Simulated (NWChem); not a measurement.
# HCN (hydrogen cyanide): levels of theory compared

We compute a comparison of 3 runs (BP86/pcseg-1, BP86/pcseg-2, BP86/pcseg-3) of HCN (hydrogen cyanide). 

Program for the calculation: NWChem 7.3.0.

3 further runs of the same task are left out: 3 that didn't finish.

## (1) The system as given

HCN: 3 atoms, total charge 0, spin state singlet. SMILES: `C#N`. The coordinates come from a PBE0-D4/def2-TZVP relaxation.

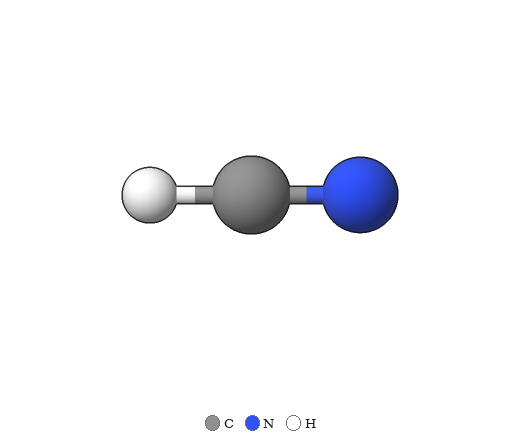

The structure, seen from a chosen angle (carbon grey, nitrogen blue, hydrogen white).

## (2) The energy at BP86/pcseg-1 (run 1)

The input, a.xyz:

```xyz
3

C     -0.005600    -0.024400    -0.005600
N      0.252000     1.061000     0.255200
H     -0.246400    -1.036600    -0.249500
```

The input, a.nw:

```
start a
memory total 2200 mb
geometry noautosym nocenter noautoz
load format xyz a.xyz
end
basis spherical bse
* library pcseg-1
end
dft
xc becke88 perdew86
grid fine
convergence energy 1e-08
iterations 100
mulliken
print low
end
task dft energy
```

Run with:

```bash
$ nwchem a.nw > a.out
```

What it wrote:

```text
[...]
 d= 0,ls=0.0,diis     1    -93.3415906591 -1.17D+02  3.98D-02  4.87D-01     0.4
[...]
 d= 0,ls=0.0,diis     8    -93.4079254975  1.00D-10  1.10D-06  2.19D-09     1.4
         Total DFT energy =      -93.407925497510
      One electron energy =     -173.037655758744
           Coulomb energy =       68.185114743012
    Exchange-Corr. energy =      -12.599554797404
 Nuclear repulsion energy =       24.044170315625
[...]
      Total Density - Mulliken Population Analysis
     ---------------------------------------------
    Atom       Charge   Shell Charges
 -----------   ------   -------------------------------------------------------
    1 C    6     6.01   1.99  0.77  0.42  2.07  0.72  0.03
    2 N    7     7.15   2.00  0.91  0.80  2.26  1.14  0.04
    3 H    1     0.84   0.73  0.09  0.02
[...]
```

Run time: 2 s. Hardware: 1 thread of Intel Xeon Platinum 8375C at 2.90GHz (Ice Lake), shared host; peak memory 0.11 GiB.

## (3) A single-point energy at BP86/pcseg-2 (run 2)

The input, test.nw:

```
echo
START test
TITLE "CHN"
memory 2200 mb

GEOMETRY units atomic noautosym nocenter noautoz
 C     -0.01058247    -0.04610932    -0.01058247
 N      0.47621098     2.00499942     0.48225811
 H     -0.46562852    -1.95889010    -0.47148667
END

BASIS spherical bse
 * library pcseg-2
END

DFT
 xc becke88 perdew86
 grid fine
 convergence energy 1e-08
 iterations 100
 mulliken
 noprint "final vectors analysis"
END

TASK dft
```

Run with:

```bash
$ nwchem test.nw > test.out
```

What it wrote:

```text
[...]
          Wavefunction type:  closed shell.
          No. of atoms     :     3
          No. of electrons :    14
[...]
          Charge           :     0
          Spin multiplicity:     1
[...]
          AO basis - number of functions:    74
[...]
              XC Information
              --------------
                    Becke 1988 Exchange Functional  1.000
                Perdew 1981 Correlation Functional  1.000 local
                Perdew 1986 Correlation Functional  1.000 non-local
[...]
 d= 0,ls=0.0,diis     1    -93.3911426357 -1.17D+02  1.45D-02  5.75D-01     0.9
[...]
 d= 0,ls=0.0,diis     8    -93.4612487338  7.54D-09  1.56D-06  8.43D-08     5.4
         Total DFT energy =      -93.461248733799
      One electron energy =     -173.155417477784
           Coulomb energy =       68.261456615733
    Exchange-Corr. energy =      -12.611456410107
 Nuclear repulsion energy =       24.044168538358
[...]
      Total Density - Mulliken Population Analysis
     ---------------------------------------------
    Atom       Charge   Shell Charges
 -----------   ------   -------------------------------------------------------
    1 C    6     5.98   2.00  0.57  0.48  0.11  1.39  1.15  0.24  0.01  0.02  0.01
    2 N    7     7.15   2.00  0.65  0.79  0.32  1.51  1.41  0.43  0.01  0.04  0.00
    3 H    1     0.87   0.42  0.39  0.02  0.01  0.03  0.00
[...]
```

It took 6.3 s on 1 thread of Intel Xeon Platinum 8375C at 2.90GHz (Ice Lake), shared host; peak memory 0.11 GiB.

## (4) The energy at BP86/pcseg-3 (run 3)

The input, a.nw:

```
start a
title "CHN"
memory 2200 mb
geometry units angstrom noautosym nocenter noautoz
  C     -0.005600    -0.024400    -0.005600
  N      0.252000     1.061000     0.255200
  H     -0.246400    -1.036600    -0.249500
end
basis "ao basis" spherical bse
  * library pcseg-3
end
dft
  xc becke88 perdew86
  mult 1
  grid fine
  convergence energy 1e-08
  maxiter 100
  mulliken
  noprint "final vectors analysis"
end
task dft energy
```

Run with:

```bash
$ nwchem a.nw > a.out
```

What it wrote:

```text
[...]
          Wavefunction type:  closed shell.
          No. of atoms     :     3
          No. of electrons :    14
[...]
          Charge           :     0
          Spin multiplicity:     1
[...]
          AO basis - number of functions:   153
[...]
              XC Information
              --------------
                    Becke 1988 Exchange Functional  1.000
                Perdew 1981 Correlation Functional  1.000 local
                Perdew 1986 Correlation Functional  1.000 non-local
[...]
 d= 0,ls=0.0,diis     1    -93.3967194520 -1.17D+02  6.36D-03  6.93D-01     7.9
[...]
 d= 0,ls=0.0,diis     8    -93.4677716691  3.97D-09  6.14D-07  5.15D-08    54.1
         Total DFT energy =      -93.467771669142
      One electron energy =     -173.161838857448
           Coulomb energy =       68.261809555306
    Exchange-Corr. energy =      -12.611912682624
 Nuclear repulsion energy =       24.044170315625
[...]
      Total Density - Mulliken Population Analysis
     ---------------------------------------------
    Atom       Charge   Shell Charges
 -----------   ------   -------------------------------------------------------
    1 C    6     5.93   0.98  1.00  0.44  0.59  0.09  1.32  0.95  0.45  0.05  0.00  0.01  0.03  0.02  0.00  0.00  0.00
    2 N    7     7.16   0.92  1.05  0.50  0.91  0.27  1.43  1.20  0.74  0.09  0.00  0.01  0.03  0.02  0.00  0.00  0.00
    3 H    1     0.91   0.31  0.39  0.15  0.01  0.00  0.01  0.03  0.02  0.00  0.00  0.00
[...]
```

Run time: 55 s. Hardware: 1 thread of Intel Xeon Platinum 8375C at 2.90GHz (Ice Lake), shared host; peak memory 0.13 GiB.

## (5) The series

| run | level | energy (Eh) | wall time |
| --- | --- | --- | --- |
| 1 | BP86/pcseg-1 | -93.407925 | 2 s |
| 2 | BP86/pcseg-2 | -93.461249 | 6.3 s |
| 3 | BP86/pcseg-3 | -93.467772 | 55 s |

## (6) Summary of results

| quantity | value |
| --- | --- |
| run 3: total energy | -93.46777 Eh |
| run 3: dipole moment | 2.96 D |

What this shows: Over the runs the total energy spans 1.628 eV. All runs together took 63 s, the longest 55 s.
